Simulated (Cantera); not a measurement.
Charge: 1 mol Si3N4, 0.17 mol O2, 1.7 mol N2, at 1402 °C.

Method: chemical equilibrium by Gibbs-energy minimisation in Cantera with the NASA 1993 tables (ideal gas, pure condensed phases). Candidate condensed phases: Si, SiO2, Si2N2O, Si3N4; 16 gas species. Mutual solubility and eutectic melting of coexisting phases are not modelled. The tables' values for SiN are old estimates; treat these amounts as uncertain. Rates play no part.

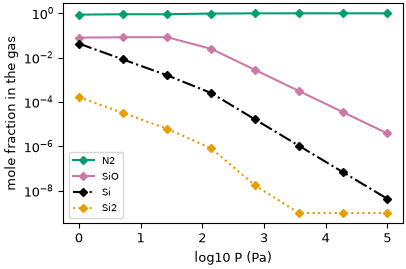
Equilibrium gas composition (values under 1e-9 drawn at 1e-9)

From 1.00e-5 bar to 0.000270 bar the condensed part is Si(s). From 0.00140 bar to 1.00 bar the condensed part is Si2N2O(s) + Si3N4(s). The main Si-bearing gas is SiO throughout.
